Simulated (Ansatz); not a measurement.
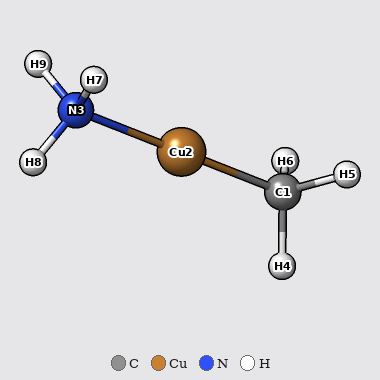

The system is CH₆CuN, SMILES [CH3][Cu-][NH3+]; the picture shows the reference structure. The first coordinate is: bond length C1–H5; the second: angle H4–C1–H5. Nothing is relaxed (all other coordinates rigid). The grid has 7 × 7 points. Points are written as (first, second). All energies are given in kJ/mol relative to the relaxed molecule at the same level. The calculation used Ansatz 0.2.0, RKS PBE-D4/def2-SVP.

Its coordinates:

```xyz
9

C    -0.8935    1.3329   -1.0476
Cu   -0.0038    0.0147   -0.0175
N     0.9236   -1.3587    1.0560
H    -1.7550    0.9040   -1.6066
H    -0.2128    1.7968   -1.7960
H    -1.2902    2.1536   -0.4091
H     1.9042   -1.4863    0.7624
H     0.4712   -2.2828    0.9819
H     0.9449   -1.1206    2.0594
```

Range: bond length C1–H5 from 0.935 to 1.447 Å; angle H4–C1–H5 from 62.2 to 152.2°.

Q: What landscape does the calculation give?

A: The lowest grid point is at (1.105 Å, 107.2°), 0.10 kJ/mol from the relaxed molecule at the same level. It is the only kind of minimum in the scanned range. The highest grid point, (0.935 Å, 62.2°), lies 226 kJ/mol above the lowest. Round the minimum the two coordinates are weakly coupled (coupling 0.08 in units of the two stiffnesses).

| angle H4–C1–H5 ↓, bond length C1–H5 → | 0.935 | 1.020 | 1.105 | 1.191 | 1.276 | 1.361 | 1.447 |
| --- | --- | --- | --- | --- | --- | --- | --- |
| 152.2 | 178 | 129 | 117 | 129 | 155 | 188 | 225 |
| 137.2 | 117 | 67 | 54 | 65 | 89 | 121 | 157 |
| 122.2 | 79 | 28 | 14 | 23 | 46 | 77 | 112 |
| 107.2 | 68 | 16 | 0 | 8 | 29 | 58 | 91 |
| 92.2 | 88 | 33 | 15 | 20 | 39 | 65 | 95 |
| 77.2 | 139 | 81 | 60 | 62 | 77 | 99 | 125 |
| 62.2 | 226 | 164 | 138 | 134 | 144 | 160 | 181 |

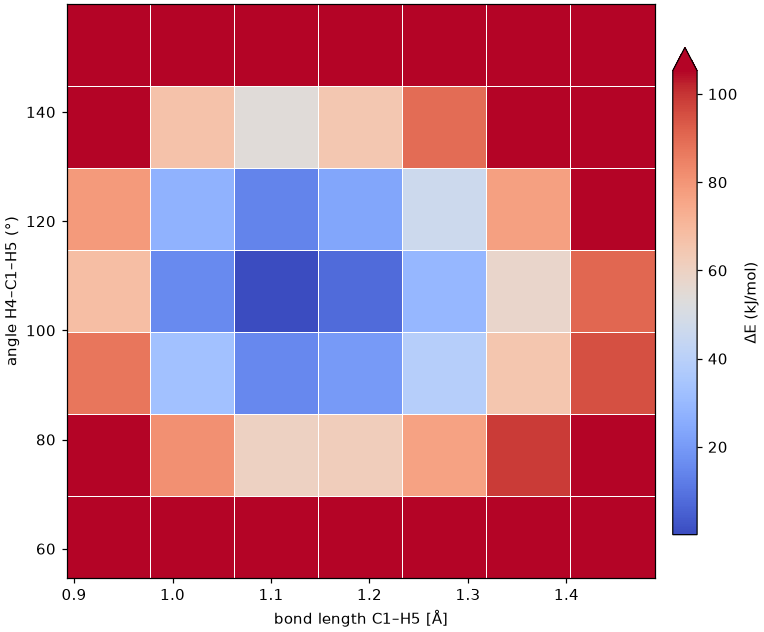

The picture shows one coloured cell a grid point, one colour for all values above the top of the scale.

Each point was launched as `ansatz run input.yaml --threads 1 --pin off --max-ram 2560MiB --backend cpu --events-out ev --progress --plain --runs-dir out`. The whole map (49 points run) took 16 min on 1 thread of Intel(R) Xeon(R) Processor @ 2.50GHz (Skylake/Cascade Lake) (shared host).
